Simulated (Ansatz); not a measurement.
System NdCu3 (space group Pm-3m, No. 221); source of the atomic positions: the input geometry of an electronic-structure calculation (not necessarily at equilibrium); the starting structure was generated, so it need not be a known form of this composition.

```xyz
4
Lattice="4.0916 0.0000 0.0000 0.0000 4.0916 0.0000 0.0000 0.0000 4.0916" Properties=species:S:1:pos:R:3 pbc="T T T"
Nd    0.0000    0.0000    0.0000
Cu    0.0000    2.0458    2.0458
Cu    2.0458    2.0458    0.0000
Cu    2.0458    0.0000    2.0458
```

Bonds are taken as Cu–Cu below 3.3 Å; Nd is left out of the net, as the electropositive filling of the structure; no other contact counts. Simplification: prune 0- and 1-connected atoms, fold 2-connected ones into links.

Derive the underlying net.

The result is a uninodal 8-connected, three-periodic net: Cu is an 8-connected node. It is the reo net, known from the oxygen array of ReO3. It is a single net, without interpenetration.

```tsv
node	links	point symbol	coordination sequence
Cu	8	3^8.4^8.5^8.6^4	8 30 68 126 180 286 348 510
```

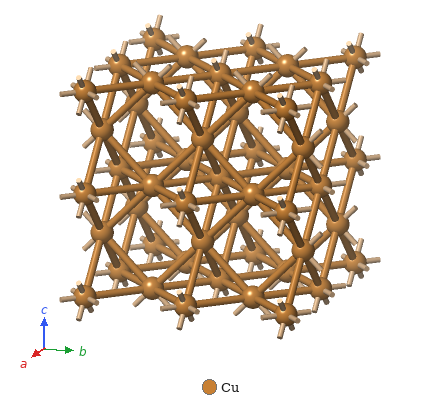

Nodes are coloured by element. Short stubs are edges that leave the cut-out.
